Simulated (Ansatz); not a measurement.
# RbPdCl3 (cubic perovskite) (Pm-3m): how robust is the cRPA U?

Aim: hold the target of a cRPA run on RbPdCl3 (cubic perovskite) (Pm-3m) and move one thing at a time.

Main program and level: Ansatz 0.2.0; constrained RPA on LDA, plane waves, PAW.

The structure was built from a prototype and need not be the compound's stable phase.

## 1. The starting structure

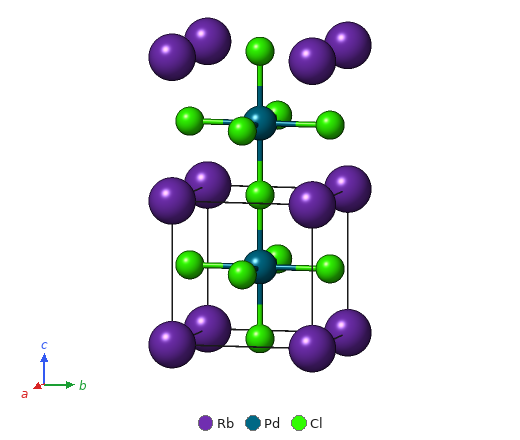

The starting structure, seen slightly off an axis (rubidium purple, palladium blue, chlorine green). 1×1×2 cells are drawn. Some periodic images of atoms are drawn too.

As a file:

```cif
data_structure
_symmetry_space_group_name_H-M 'Pm-3m'
_symmetry_Int_Tables_number 221
_cell_length_a 4.8230
_cell_length_b 4.8230
_cell_length_c 4.8230
_cell_angle_alpha 90.000
_cell_angle_beta 90.000
_cell_angle_gamma 90.000
_cell_volume 112.19
loop_
_atom_site_label
_atom_site_type_symbol
_atom_site_symmetry_multiplicity
_atom_site_Wyckoff_symbol
_atom_site_fract_x
_atom_site_fract_y
_atom_site_fract_z
_atom_site_occupancy
Rb1 Rb 1 a 0.00000 0.00000 0.00000 1
Pd1 Pd 1 b 0.50000 0.50000 0.50000 1
Cl1 Cl 3 c 0.00000 0.50000 0.50000 1
```

The structure was relaxed with LDA. The structure type comes from a generator and need not be one that this composition takes. The structure was generated from a model, not taken from a measurement. The runs that relaxed it are not among those shown. The program's search for lower electronic states was switched off, so nothing shows that the state found is the lowest. The default PAW set here is soft_2. Its files were made with PBE.

## 2. Base: Pd d + anion p, bands v13 to c1, 4×4×4 mesh, medium accuracy

Constrained RPA screens the interaction with every transition except those inside the target bands, which a later many-body model would treat itself.

input.yaml

```yaml
crystal:
  lattice:
    - [0.0, -4.82303783, 0.0]
    - [0.0, 0.0, 4.82303783]
    - [-4.82303783, 0.0, 0.0]
  atoms:
    - { symbol: Rb, position: [0.0, 0.0, 0.0] }
    - { symbol: Pd, position: [0.5, 0.5, 0.5] }
    - { symbol: Cl, position: [0.5, 0.5, 0.0] }
    - { symbol: Cl, position: [0.5, 0.0, 0.5] }
    - { symbol: Cl, position: [0.0, 0.5, 0.5] }
kpoints:
  mp_grid: { grid: [6, 6, 6] }
hamiltonian:
  xc: lda
scf:
  occupations: { method: gaussian, width: 0.08 }
  n_extra_bands: 19
  max_iter: 150
  lower_state_search: "off"
output:
  crpa:
    kmesh: [4, 4, 4]
    target_bands: [v13, c1]
    projections: [{ species: Pd, l: d, shell: 4 }, { species: Cl, l: p, shell: 3 }]
  local_orbitals:
    kmesh: [8, 8, 8]
    orbitals: [{ species: Pd, l: d, shell: 4 }, { species: Cl, l: p, shell: 3 }]
    window: { bands: [v13, c1] }
    seedname: lo
```

Started as:

```bash
$ ansatz run input.yaml --threads 4 --pin off --max-ram 9216MiB --backend cpu --events-out ev --progress --plain --runs-dir out
```

Numbers of over 12 decimals in the logs are rounded to 6 here.

What it wrote:

```text
scf.n_extra_bands = 19 over 24 filled bands (N_el = 48.0): the run solves 43 bands
Engine: ansatz 0.2.0, x86_64-unknown-linux-gnu
Pseudopotentials: kind: paw
Pseudopotential: Rb, paw, valence charge 9, recommended cutoff 420 eV (normal), Rb.paw.azcp
Pseudopotential: Pd, paw, valence charge 18, recommended cutoff 420 eV (normal), Pd.paw.azcp
Pseudopotential: Cl, paw, valence charge 7, recommended cutoff 420 eV (normal), Cl.paw.azcp
Functional definition: SPW92
  exchange = slater_x
  correlation = pw_c
Crystal: 5 atoms, lattice volume = 112.192 Å³
Basis set: ecut = 420 eV, 2109 PW (Γ)
Bands: 43, of which v1, the nominal top of the filled ones, is band 24 counted from 1 (23 counted from 0)
Symmetry: 48 space group operations
Space group: Pm-3m (ITA 221), of the structure as read, at distance tolerance 4.8e-5 Å
k-points: 20 of 216
Non-local potential: Rb, projectors of the file, l = 0: 3, l = 1: 2, l = 2: 2
Non-local potential: Pd, projectors of the file, l = 0: 2, l = 1: 2, l = 2: 2, l = 3: 1
Non-local potential: Cl, projectors of the file, l = 0: 2, l = 1: 2, l = 2: 2
PAW form: soft (Blöchl's): semilocal exchange-correlation on the pseudo side does not see the compensation charge
PAW frozen core: Rb, regenerated for the run's functional, and the local potential with it (the file was generated under x = pbe(κ = 0.804, μ = 0.219515), c = pbe(β = 0.066725))
PAW frozen core: Pd, regenerated for the run's functional, and the local potential with it (the file was generated under x = pbe(κ = 0.804, μ = 0.219515), c = pbe(β = 0.066725))
PAW frozen core: Cl, regenerated for the run's functional, and the local potential with it (the file was generated under x = pbe(κ = 0.804, μ = 0.219515), c = pbe(β = 0.066725))
PAW one-centre angular grid: Rb, 110 points (default); XC on 64 Gauss nodes
PAW one-centre angular grid: Pd, 590 points (default); XC on 64 Gauss nodes
PAW one-centre angular grid: Cl, 110 points (default); XC on 64 Gauss nodes
Initial density: superposition of atomic densities (neutral atoms: chi_scale 0, normalization atom), corrected by the library's trained network
Initial wavefunctions: pseudopotential atomic-orbital guess
Functional: x = slater, c = lda
SCF iter   1: F=—  HF=-13153.292812 eV  |F-HF|=—  |Δ(HF+E_count)|=         —  Δρ=7.60e-3  dr2=5.54e-2  ethr=1.77e-3  ⟨swp⟩=5.8  Hψ=3931  notcnv=0  defer=168
preconditioner: auto → LDOS  [insulator: Δε(μ)=0.408 eV  Ē_g=15.065 eV  σ=0.080 eV  W_gap=0.77  n_scr=26 (ndim 8)  ℏωp=21.6 eV  f_vac=0.025  D(μ)=2.24/eV (n_scr^D=18)  ε∞_Penn≈3.1  β→1.0]
SCF iter   2: F=—  HF=-13153.282228 eV  |F-HF|=—  |Δ(HF+E_count)|=   1.06e-2  Δρ=3.82e-3  dr2=1.42e-2  ethr=1.15e-4  ⟨swp⟩=2.0  Hψ=1601  notcnv=0  defer=244
[...]
Fermi energy:    6.244310 eV
--- Per-component energies (eV) ---
  E_band       = -434.891741
  E_kinetic    = 1190.942239
  E_local      = -4526.219910  (includes V_loc(G=0)·N_el)
  E_nonlocal   = 492.956763
  E_hartree    = 1743.130633
  E_xc         = -614.709487
  E_vxc        = -712.377343  (∫ρ·V_xc dr)
  E_paw        = -8022.393245  (= ΣΔE_a)
  E_vpaw       = -366.454170  (= ΣTr[D̂ρ^β])
  E_aug_tail   = 0.000507  (compensation charges beyond the density's cutoff)
  E_ewald      = -3418.500308
  E_core_change = 1.523468  (= ΣΔE_core)
  E_smearing   = -0.007155  (= −TS)
  E_closure    = -0.000000  (closes the sum)
  Σ components = -13153.276493   (vs F -13153.276493, Δ=0.00e0)
--- Band table (eV; the first three rows and the last of 20) ---
  k-point 0: bands = [... 20 lower, 4.3999, 4.3999, 4.5073, 4.5073, 4.5073, 10.0355, 10.7081, 11.5135, ... 15 higher]
  k-point 1: bands = [... 20 lower, 4.2746, 4.4015, 4.7933, 4.7933, 5.3590, 10.5595, 11.1322, 11.7988, ... 15 higher]
  k-point 2: bands = [... 20 lower, 4.2528, 4.4037, 5.2734, 5.2734, 6.0029, 11.9282, 12.1936, 12.5640, ... 15 higher]
  k-point 19: bands = [... 20 lower, 5.5576, 5.5576, 5.5576, 8.7102, 8.7102, 11.9620, 12.0939, 12.0939, ... 15 higher]
--- cRPA (band scheme, projected local orbitals): target bands 12..25 (1-based), 14 Wannier function(s), 4×4×4 mesh, 50 bands' worth read of 55 solved, ecut_chi 136.0 eV, v(q+G=0) probe_charge, pair densities all_electron ---
  bands read: the sum over 50 bands ends inside a degenerate multiplet in 13 slots, whose members it reads at an even weight; the widest, k=42: bands 50 to 52 (counted from 1) at 1/3 each
  χ-basis size per q: N_G = 388..437
  window electrons = 26.0000, filled by tetrahedron_uncorrected; constrained ε̄⁻¹(q = 0, 0) head = 0.345147; min gauge Gram eig = 0.8388
  Kanamori averages over each shell's own Wannier functions (sites counted from 0, functions from 1):
  Each shell's averages of U are screened by what lies outside the whole window alone: parameters of one model of all the shells.
    Site 1, 4D, 5 of 5 d orbitals (Wannier functions 1, 2, 3, 4, 5; wannier90's mr 1, 2, 3, 4, 5):
      screened: U = 6.5685 eV, U' = 5.5373 eV, J = 0.5106 eV
      screened, to within: U = 9.9e-3 eV, U' = 9.9e-3 eV, J = 7.3e-4 eV
      bare: V = 17.5958 eV, V' = 16.2504 eV, J = 0.6648 eV
    Site 2, 3P, 3 of 3 p orbitals (Wannier functions 6, 7, 8; wannier90's mr 1, 2, 3):
      screened: U = 5.7802 eV, U' = 4.7698 eV, J = 0.4919 eV
      screened, to within: U = 6.5e-3 eV, U' = 6.5e-3 eV, J = 6.9e-4 eV
      bare: V = 13.5790 eV, V' = 12.1003 eV, J = 0.7199 eV
    Site 3, 3P, 3 of 3 p orbitals (Wannier functions 9, 10, 11; wannier90's mr 1, 2, 3):
      screened: U = 5.7802 eV, U' = 4.7698 eV, J = 0.4919 eV
      screened, to within: U = 6.5e-3 eV, U' = 6.5e-3 eV, J = 6.9e-4 eV
      bare: V = 13.5790 eV, V' = 12.1003 eV, J = 0.7199 eV
    Site 4, 3P, 3 of 3 p orbitals (Wannier functions 12, 13, 14; wannier90's mr 1, 2, 3):
      screened: U = 5.7802 eV, U' = 4.7698 eV, J = 0.4919 eV
      screened, to within: U = 6.5e-3 eV, U' = 6.5e-3 eV, J = 6.9e-4 eV
      bare: V = 13.5790 eV, V' = 12.1003 eV, J = 0.7199 eV
  Hermiticity witness max|P − P†| over intra, direct and exchange elements: 1.24e-14 eV (screened), 3.55e-15 eV (bare)
  Reality witness max|Im| over intra, direct and exchange elements: 1.25e-8 eV (screened), 6.98e-12 eV (bare)
[key lines of the parts left out:]
SCF converged after 7 iterations
Free energy (F): -13153.276493 eV
```

It took 2.3 min on 4 threads of AMD EPYC 9R45, shared host; peak memory 1 GiB.

Numbers from this step:

```
U                                                 : 6.568 eV
U prime (inter-orbital)                           : 5.537 eV
J                                                 : 0.5106 eV
bare V                                            : 17.60 eV
bare J                                            : 0.6648 eV
stated bound on U                                 : 0.009825 eV
U over bare V                                     : 0.3733
electrons in the window                           : 26.00
head of the constrained inverse dielectric matrix : 0.3451
least eigenvalue of the projection's overlap      : 0.8388
target functions                                  : 14
bands in the sums                                 : 50
r.m.s. miss of the model bands                    : 8.10e-5 eV
width of the target bands                         : 8.991 eV
weight of the projected orbitals in the window    : 0.9689
```

On the Pd d shell, screening brings the on-site interaction from 17.6 eV down to U = 6.57 eV.

## 3. Changed: 2×2×2 mesh

input.yaml, the sections that differ from step 2:

```yaml
output:
  crpa:
    kmesh: [2, 2, 2]
    target_bands: [v13, c1]
    projections: [{ species: Pd, l: d, shell: 4 }, { species: Cl, l: p, shell: 3 }]
# crystal, kpoints, hamiltonian, scf: as in step 2
```

What it wrote:

```text
[...]
Crystal: 5 atoms, lattice volume = 112.192 Å³
Basis set: ecut = 420 eV, 2109 PW (Γ)
Bands: 43, of which v1, the nominal top of the filled ones, is band 24 counted from 1 (23 counted from 0)
Symmetry: 48 space group operations
[...]
k-points: 20 of 216
[...]
SCF iter   1: F=—  HF=-13153.292812 eV  |F-HF|=—  |Δ(HF+E_count)|=         —  Δρ=7.60e-3  dr2=5.54e-2  ethr=1.77e-3  ⟨swp⟩=5.8  Hψ=3931  notcnv=0  defer=168
[...]
SCF iter   7: F=-13153.276493 eV  HF=-13153.276493 eV  |F-HF|=6.73e-11  |Δ(HF+E_count)|=   5.64e-9  Δρ=1.21e-6  dr2=7.67e-10  ethr=2.08e-10  ⟨swp⟩=10.7  Hψ=4259  notcnv=0
SCF 1 converged in 7 iterations: F = -13153.276493 eV  dr2 = 7.67e-10
[...]
NSCF: frozen V_eff on 4 k-points
[...]
cRPA screening: q 1/8
cRPA screening: q 2/8
cRPA screening: q 5/8 (q-point 4)
cRPA screening: q 8/8
SCF converged after 7 iterations
[...]
χ-basis size per q: N_G = 388..437
[...]
screened: U = 6.7249 eV, U' = 5.6887 eV, J = 0.5130 eV
      screened, to within: U = 9.3e-3 eV, U' = 9.3e-3 eV, J = 7.6e-4 eV
      bare: V = 17.6876 eV, V' = 16.3383 eV, J = 0.6668 eV
    Site 2, 3P, 3 of 3 p orbitals (Wannier functions 6, 7, 8; wannier90's mr 1, 2, 3):
      screened: U = 5.8192 eV, U' = 4.8027 eV, J = 0.4942 eV
      screened, to within: U = 7.0e-3 eV, U' = 7.0e-3 eV, J = 7.4e-4 eV
      bare: V = 13.7074 eV, V' = 12.2223 eV, J = 0.7220 eV
    Site 3, 3P, 3 of 3 p orbitals (Wannier functions 9, 10, 11; wannier90's mr 1, 2, 3):
      screened: U = 5.8192 eV, U' = 4.8027 eV, J = 0.4942 eV
      screened, to within: U = 7.0e-3 eV, U' = 7.0e-3 eV, J = 7.4e-4 eV
      bare: V = 13.7074 eV, V' = 12.2223 eV, J = 0.7220 eV
    Site 4, 3P, 3 of 3 p orbitals (Wannier functions 12, 13, 14; wannier90's mr 1, 2, 3):
      screened: U = 5.8192 eV, U' = 4.8027 eV, J = 0.4942 eV
      screened, to within: U = 7.0e-3 eV, U' = 7.0e-3 eV, J = 7.4e-4 eV
      bare: V = 13.7074 eV, V' = 12.2223 eV, J = 0.7220 eV
[...]
[key lines of the parts left out:]
Free energy (F): -13153.276493 eV
Fermi energy:    6.244310 eV
```

Wall time 13 s (4 threads); peak memory 0.87 GiB.

Numbers from this step:

```
U                                                 : 6.725 eV
U prime (inter-orbital)                           : 5.689 eV
J                                                 : 0.5130 eV
bare V                                            : 17.69 eV
bare J                                            : 0.6668 eV
stated bound on U                                 : 0.009258 eV
U over bare V                                     : 0.3802
electrons in the window                           : 26
head of the constrained inverse dielectric matrix : 0.3316
least eigenvalue of the projection's overlap      : 0.8388
target functions                                  : 14
bands in the sums                                 : 50
width of the target bands                         : 8.991 eV
weight of the projected orbitals in the window    : 0.9689
```

On the Pd d shell, screening brings the on-site interaction from 17.7 eV down to U = 6.72 eV.

## 4. Changed: smooth pair densities

Changes to input.yaml since step 3:

```diff
@@ -22,4 +22,5 @@
   crpa:
-    kmesh: [2, 2, 2]
+    kmesh: [4, 4, 4]
     target_bands: [v13, c1]
     projections: [{ species: Pd, l: d, shell: 4 }, { species: Cl, l: p, shell: 3 }]
+    pair_densities: pseudo
```

What it wrote:

```text
[...]
Crystal: 5 atoms, lattice volume = 112.192 Å³
Basis set: ecut = 420 eV, 2109 PW (Γ)
Bands: 43, of which v1, the nominal top of the filled ones, is band 24 counted from 1 (23 counted from 0)
Symmetry: 48 space group operations
[...]
k-points: 20 of 216
[...]
screened, sum over states alone: U = 6.2736 eV, U' = 5.0137 eV, J = 0.6102 eV
      bare: V = 13.5790 eV, V' = 12.1003 eV, J = 0.7199 eV
    Site 4, 3P, 3 of 3 p orbitals (Wannier functions 12, 13, 14; wannier90's mr 1, 2, 3):
      screened: U = 5.7885 eV, U' = 4.7692 eV, J = 0.4962 eV
      screened, to within: U = 2.1e-3 eV, U' = 2.1e-3 eV, J = 2.2e-4 eV
      screened, sum over states alone: U = 6.2736 eV, U' = 5.0137 eV, J = 0.6102 eV
      bare: V = 13.5790 eV, V' = 12.1003 eV, J = 0.7199 eV
[...]
[key lines of the parts left out:]
SCF converged after 7 iterations
Free energy (F): -13153.276493 eV
Fermi energy:    6.244310 eV
```

The job ended after 2.1 min (4 threads; peak memory 0.92 GiB).

This step gave:

| Item | Value |
| --- | --- |
| U | 6.600 eV |
| U prime (inter-orbital) | 5.532 eV |
| J | 0.5294 eV |
| bare V | 17.60 eV |
| bare J | 0.6648 eV |
| stated bound on U | 0.002789 eV |
| U over bare V | 0.3751 |
| electrons in the window | 26.00 |
| head of the constrained inverse dielectric matrix | 0.3453 |
| least eigenvalue of the projection's overlap | 0.8388 |
| target functions | 14 |
| bands in the sums | 50 |
| width of the target bands | 8.991 eV |
| weight of the projected orbitals in the window | 0.9689 |

On the Pd d shell, screening brings the on-site interaction from 17.6 eV down to U = 6.60 eV.

## 5. Changed: sums over states

Changes to input.yaml since step 4:

```diff
@@ -25,2 +25,4 @@
     projections: [{ species: Pd, l: d, shell: 4 }, { species: Cl, l: p, shell: 3 }]
-    pair_densities: pseudo
+    accuracy: sum_over_states
+    n_empty_bands: 96
+    ecut_chi: 136
```

What it wrote:

```text
[...]
Crystal: 5 atoms, lattice volume = 112.192 Å³
Basis set: ecut = 420 eV, 2109 PW (Γ)
Bands: 43, of which v1, the nominal top of the filled ones, is band 24 counted from 1 (23 counted from 0)
Symmetry: 48 space group operations
[...]
k-points: 20 of 216
[...]
screened: U = 5.8564 eV, U' = 4.7745 eV, J = 0.5271 eV
      bare: V = 13.5790 eV, V' = 12.1003 eV, J = 0.7199 eV
    Site 3, 3P, 3 of 3 p orbitals (Wannier functions 9, 10, 11; wannier90's mr 1, 2, 3):
      screened: U = 5.8564 eV, U' = 4.7745 eV, J = 0.5271 eV
      bare: V = 13.5790 eV, V' = 12.1003 eV, J = 0.7199 eV
    Site 4, 3P, 3 of 3 p orbitals (Wannier functions 12, 13, 14; wannier90's mr 1, 2, 3):
      screened: U = 5.8564 eV, U' = 4.7745 eV, J = 0.5271 eV
      bare: V = 13.5790 eV, V' = 12.1003 eV, J = 0.7199 eV
[...]
[key lines of the parts left out:]
SCF converged after 7 iterations
Free energy (F): -13153.276493 eV
Fermi energy:    6.244310 eV
```

Run time: 17 s. Hardware: 4 threads; peak memory 0.96 GiB; 61 s of CPU time.

This variant gives U = 6.68 eV against 6.57 eV. It is a finite sum over empty states with no bound on its error and stays out of the table below.

[end of part 1 of 2]

[Paths, hosts, dates, memory and timing lines, banners, echoed tables and standing remarks are left out of the program output.]

[Logs are printed without paths, hosts, clocks, repeated set-up lines and the standing remarks that a program may print on its own settings, such as how far it seeks lower states.]

[Runs of the session that timed out or met a known fault of the program may be left out.]

[Hosts, paths, dates, database ids (printed as entryN), source tags and the programs' standing remarks are cut or masked in the printed files.]
